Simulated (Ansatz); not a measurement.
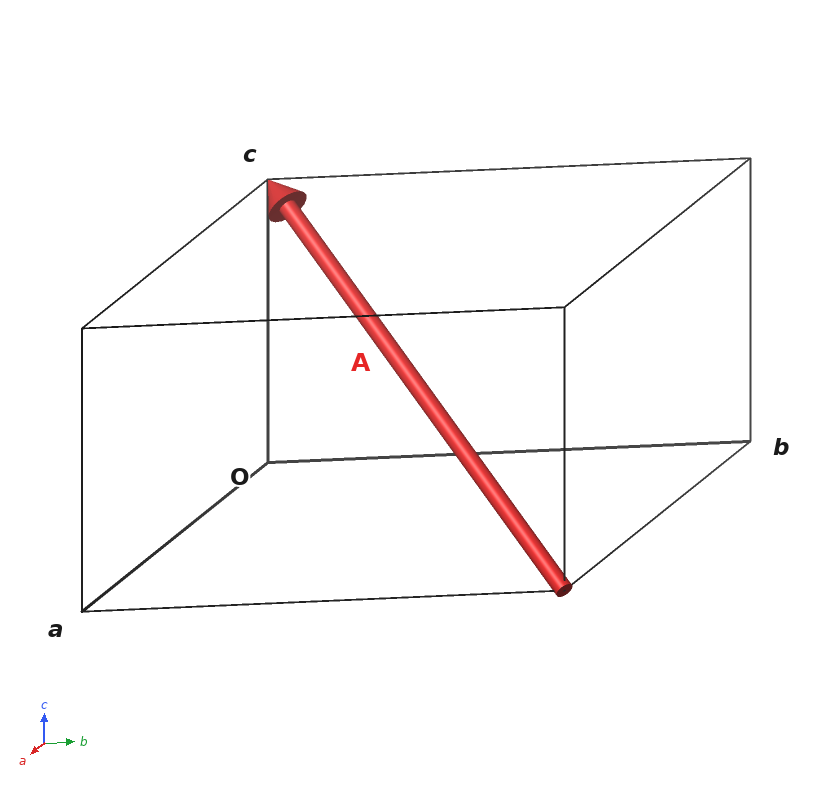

The arrow starts at a corner of the unit cell and ends on its surface; where a tip isn't a corner, dashed lines run from it parallel to the axes. Crystal: Y2WC3, coordinates from a relaxation with Ansatz, DFT PBE, scalar-relativistic, plane waves, PAW; the starting structure was generated, so it need not be a known form of this composition. Geometry calculated from the standardised cell; symmetry tolerance 0.002 Å.

a = 5.692 Å, b = 5.692 Å, c = 3.511 Å, α = 90.00°, β = 90.00°, γ = 120.00°.

**Index the direction.**

Arrow A runs from (1, 1, 0) to (0, 0, 1), so [−1 −1 1], in four indices [−1 −1 2 3].

**How long is the vector ua + vb + wc?**

6.688 Å.
